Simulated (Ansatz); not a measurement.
# Ligand exchange: SnH3Cl + SiH2(NH2)(SiH3) → SnH3(NH2) + SiH2(SiH3)Cl

Species: SnH3Cl `[Cl][SnH3]`, singlet; SiH2(NH2)(SiH3), singlet; SnH3(NH2), singlet; SiH2(SiH3)Cl, singlet. The partners trade Cl for NH2: Sn–Cl and Si–NH2 bonds give way to Sn–NH2 and Si–Cl.

Shapes, held fixed at every level: PBE0-D4/def2-TZVP. Flexible molecules stand in one conformer, not always the lowest. Programs: Ansatz 0.2.0. Electronic energies: no zero-point or thermal term.

```csv
level,kind,ΔE (kJ/mol),less CCSD(T)/def2-TZVPP
HF/def2-TZVPP,Hartree–Fock,+61.8,+16.6
r2SCAN0-D4/def2-TZVPP,global hybrid,+52.9,+7.7
wB97X-V/def2-TZVPP,range-separated hybrid,+50.2,+5.0
MP2/def2-SVP,perturbation theory,+50.8,+5.6
MP2/def2-TZVPP,perturbation theory,+44.1,-1.1
CCSD/def2-SVP,coupled cluster or CI,+52.9,+7.7
CCSD/def2-TZVPP,coupled cluster or CI,+47.7,+2.5
CCSD(T)/def2-TZVPP,coupled cluster or CI,+45.2,0.0
```

The highest level, CCSD(T)/def2-TZVPP, gives ΔE = +45.2 kJ/mol; the levels span +44.1 to +61.8. The column of differences is taken from that level and isn't an error. No measured value is set beside it here. For atoms past krypton def2 sets carry core potentials with scalar relativity. Correlated rows may include outer-core shells of Sn, which these sets cover unevenly.

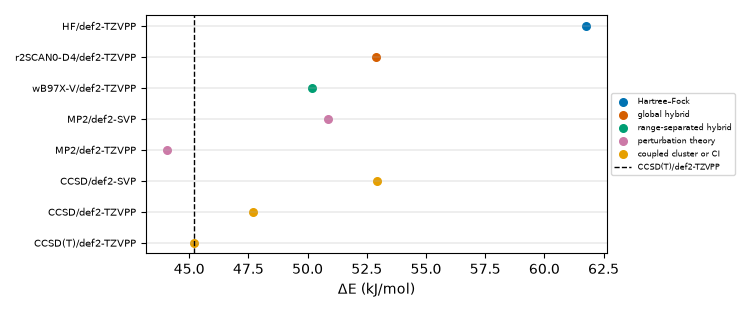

The values of the table, level by level.
